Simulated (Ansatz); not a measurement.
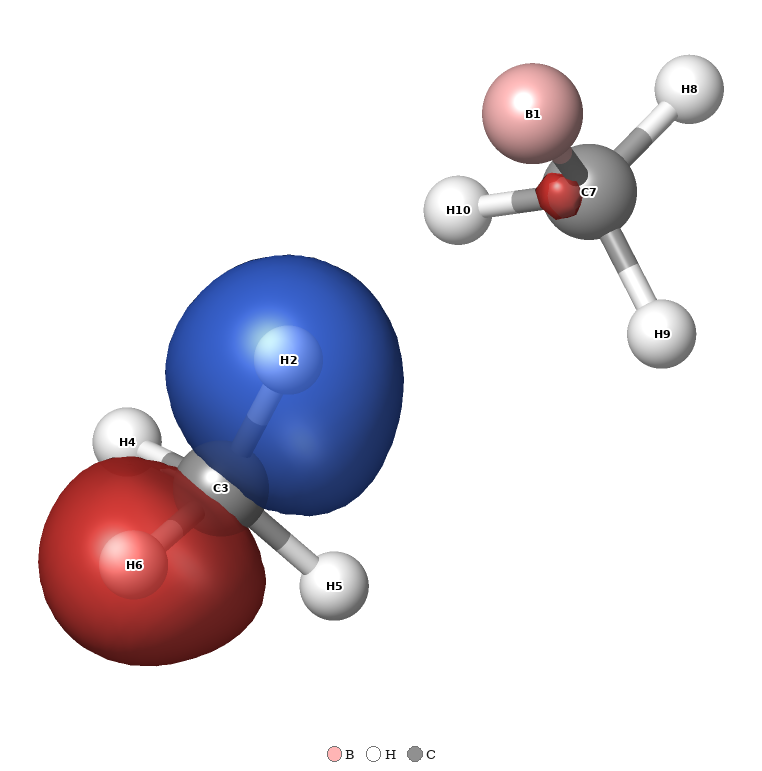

CH$_{3}$B···CH$_{4}$. The HOMO−1 at ±0.2 Å⁻³ᐟ² (blue and red are the two phases), seen at an oblique angle.

Theory: RKS PBE-D4/def2-SVP in Ansatz 0.2.0.

Input file:

```
crystal:
  periodic: [false, false, false]
  atoms:
    - { symbol: B, position_ang: [-0.891584, -0.689396, 0.601891] }
    - { symbol: H, position_ang: [1.220164, 0.240651, 1.212337] }
    - { symbol: C, position_ang: [1.759067, 0.183774, 0.245364] }
    - { symbol: H, position_ang: [1.662257, -0.837987, -0.166453] }
    - { symbol: H, position_ang: [1.357134, 0.925099, -0.469181] }
    - { symbol: H, position_ang: [2.832953, 0.397353, 0.417088] }
    - { symbol: C, position_ang: [-1.312331, -0.159324, -0.794536] }
    - { symbol: H, position_ang: [-2.338611, -0.554607, -0.991486] }
    - { symbol: H, position_ang: [-1.374708, 0.955503, -0.756163] }
    - { symbol: H, position_ang: [-0.63794, -0.461166, -1.624661] }
basis:
  gaussian: { orbitals: def2-SVP }
hamiltonian:
  xc: pbe
  dispersion: d4
relax:
  f_tol: 0.03
  max_steps: 50
output:
  orbitals: {}
```

Launched as:

```sh
ansatz run input.yaml --threads 1 --pin off --max-ram 2048MiB --backend cpu --events-out ev --progress --plain --runs-dir out
```

The fields are those of the run's last geometry, not of the input's.

> What is the character of this orbital?

It lies mainly on C3 (about 45 %), H2 (about 25 %) and H6 (about 15 %). Its energy is −9.27 eV.
